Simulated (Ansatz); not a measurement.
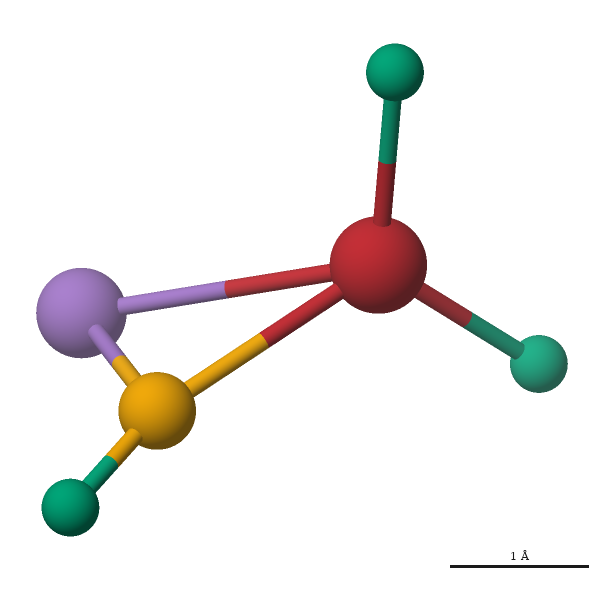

The picture shows a molecular structure as a ball-and-stick model. Every bond is drawn as one stick, whatever its order. Colours: aluminium red, carbon orange, sulfur purple, hydrogen teal.

Computed geometry: PBE0-D4/def2-TZVP optimisation.

What does the picture show?

It has 6 atoms: 1 carbon, 3 hydrogen, 1 aluminium and 1 sulfur (CH3AlS). The point group is Cs.

More results for the same structure follow; atom numbers are the same in all pictures, views and colours differ.

**Geometry**

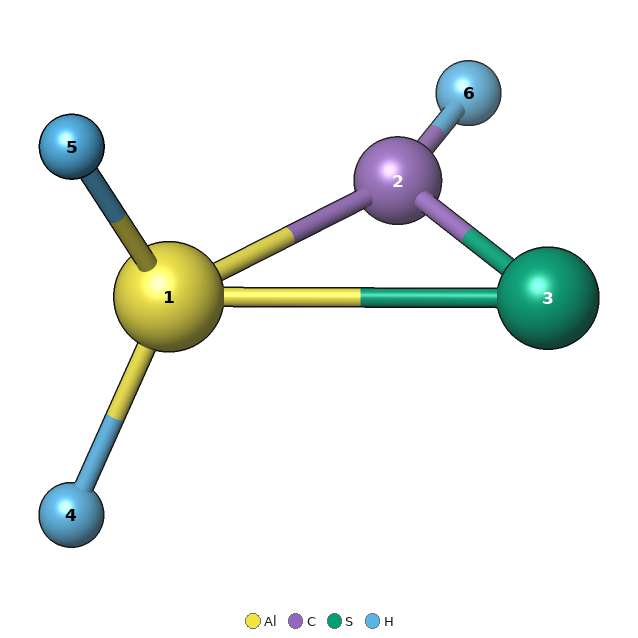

The atoms are numbered.

What are the angles C2–Al1–S3, C2–Al1–H4, S3–Al1–H4, H4–Al1–H5, Al1–C2–S3, Al1–C2–H6, S3–C2–H6, Al1–S3–C2?

| angle | degrees |
| --- | --- |
| C2–Al1–S3 | 42.6 |
| C2–Al1–H4 | 116.9 |
| S3–Al1–H4 | 112.8 |
| H4–Al1–H5 | 125.2 |
| Al1–C2–S3 | 83.2 |
| Al1–C2–H6 | 156.6 |
| S3–C2–H6 | 120.2 |
| Al1–S3–C2 | 54.2 |

**Charges**

The questions are on Mulliken charges. Method: RKS r2SCAN-D4/def2-TZVPP (Ansatz 0.2.0).

Which atom carries the highest charge (most positive or least negative)?

Al1 (0.48 e).

And the lowest?

H4, H5 (−0.18 e).

List the Mulliken charges.

```tsv
atom	value (e)
Al1	0.48
C2	−0.15
S3	−0.05
H4	−0.18
H5	−0.18
H6	0.08
```

**Vibrations**

Harmonic vibrations computed with RKS PBE0-D4/def2-TZVP (Ansatz 0.2.0) at a stationary point of the same level.

How many vibrational modes are there, and where do they lie?

12 modes: 274, 360, 476, 572, 635, 748, 753, 1030, 1085, 1935, 1943, 3145 cm⁻¹.

**Levels of theory compared**

Program: Ansatz 0.2.0.

At this fixed geometry, give HOMO–LUMO gap (eV), dipole (D), HOMO energy (eV) at these levels: B3LYP-D4/def2-TZVPP; PBE-D4/def2-TZVPP; r2SCAN-D4/def2-TZVPP; ωB97M-V/def2-TZVPP.

```json
{"level": "B3LYP-D4/def2-TZVPP", "HOMO–LUMO gap (eV)": "3.84", "dipole (D)": "1.67", "HOMO energy (eV)": "−7.08"}
{"level": "PBE-D4/def2-TZVPP", "HOMO–LUMO gap (eV)": "2.07", "dipole (D)": "1.72", "HOMO energy (eV)": "−6.13"}
{"level": "r2SCAN-D4/def2-TZVPP", "HOMO–LUMO gap (eV)": "2.42", "dipole (D)": "1.74", "HOMO energy (eV)": "−6.36"}
{"level": "ωB97M-V/def2-TZVPP", "HOMO–LUMO gap (eV)": "8.62", "dipole (D)": "1.69", "HOMO energy (eV)": "−9.43"}
```

Mulliken values depend strongly on the basis set and can even reverse the polarity of a bond.
